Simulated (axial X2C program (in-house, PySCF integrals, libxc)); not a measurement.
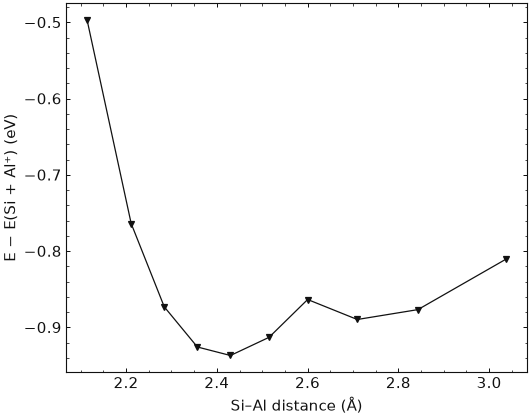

Figure 1. Energy at 10 bond lengths, for one set of occupations held fixed; the line joins the points. The lowest point is at 2.43 Å; the points are too few or too rough near it for spectroscopic constants. The lowest point lies 0.94 eV below Si + Al⁺.

**Relativistic diatomic calculation for SiAl⁺**

- system: SiAl⁺, single determinant with Ω = 1.
- method: PBE0, two-component X2C with atomic mean-field Coulomb and Gaunt terms, Si dyall-v3z, Al dyall-v3z (cores contracted) (axial X2C program (in-house, PySCF integrals, libxc))

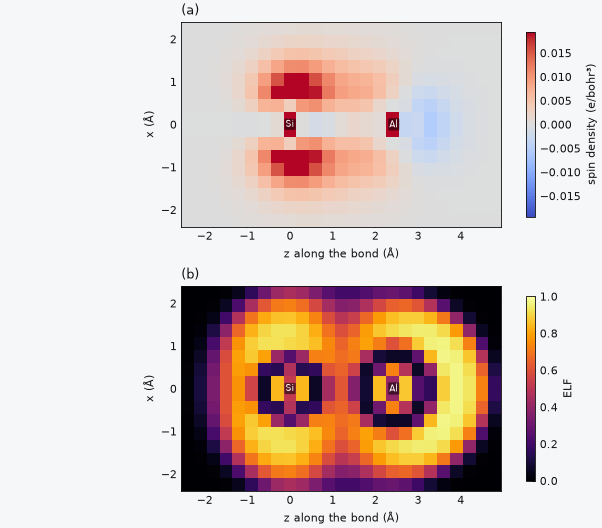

Figure 2. (a) spin density; (b) electron localisation function, in a plane that holds the axis, at 2.43 Å, on points 0.3 Å apart (one half computed, the other mirrored); the structure near the nuclei is finer than these points.

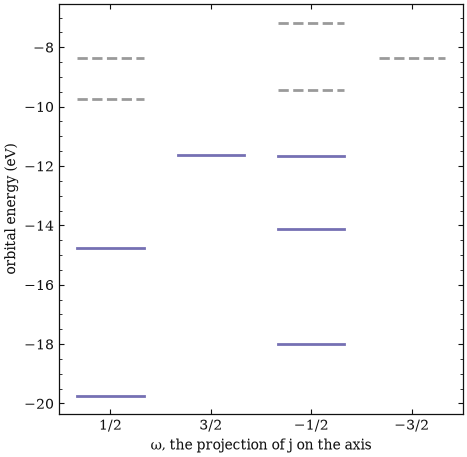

Figure 3. Orbital energies near the frontier at 2.43 Å, filled (solid) and empty (dashed). The highest filled spinor (3/2; 70 % Si p, 22 % Al p) lies at −11.64 eV, the lowest empty one (1/2; 40 % Al p, 40 % Si p) at −9.73 eV.

These pictures come from the run below.

**Input**
```
{"zs": [14, 13], "q": 1, "bas": ["dyall-v3z", "dyall-v3z"], "levels": ["PBE0", "HF", "TPSSh"], "cc": true, "r0": 2.42, "thr": -2.0, "nmax": 90, "npts": 10, "nst": 2, "ntry": 6}
```

The line is the task of a batch: nuclear charges, charge, bases, the levels to run, a first guess of the distance and further settings. This report covers PBE0 with spin-orbit coupling. The log is that of the reference distance 2.43 Å.

Launched within a batch (the task file carries these settings):
```bash
python <driver script> task.json out
```

**Log**
```
two-component X2C + atomic mean field  PBE0
basis functions 95  fitting functions 607  grid points 4361
iter        total energy     max residual
   1       -532.287542150     2.65e-01
   2       -532.311038351     2.93e-03
   3       -532.311054904     7.66e-04
   4       -532.311050899     9.02e-04
   5       -532.311065062     5.81e-05
   6       -532.311065134     1.16e-05
   7       -532.311065140     5.00e-06
   8       -532.311065143     4.52e-06
   9       -532.311065147     2.57e-06
  10       -532.311065148     9.13e-07
converged
one-electron -811.44562131  Coulomb 278.64949937  exact exchange -9.56663124  xc functional -29.51716783  nuclear repulsion 39.63384872  atomic mean-field constant -0.06499286
```

**The points of the curve**

| R (Å) | E (hartree) | dipole (D; origin at the first atom, positive when the second is positive) | highest filled (eV) | lowest empty (eV) |
| --- | --- | --- | --- | --- |
| 2.114 | −532.294895 | 7.19 | −12.34 | −9.67 |
| 2.211 | −532.304707 | 7.49 | −12.10 | −9.71 |
| 2.284 | −532.308720 | 7.72 | −11.93 | −9.73 |
| 2.357 | −532.310655 | 7.96 | −11.78 | −9.74 |
| 2.430 | −532.311065 | 8.21 | −11.64 | −9.73 |
| 2.515 | −532.310189 | 8.51 | −11.48 | −9.72 |
| 2.600 | −532.308367 | 8.83 | −11.33 | −9.70 |
| 2.709 | −532.309330 | 7.74 | −11.20 | −9.28 |
| 2.843 | −532.308854 | 8.24 | −11.00 | −9.08 |
| 3.038 | −532.306418 | 9.03 | −10.75 | −8.81 |

**Results in brief**

- outcome: converged
- hardware: 1 thread of Arm Neoverse V1, 112 GiB of memory available, shared host
- wall time: 3.2 s
- peak memory: 0.37 GiB

**Notes**

Caveats: curve is not smooth near the minimum.
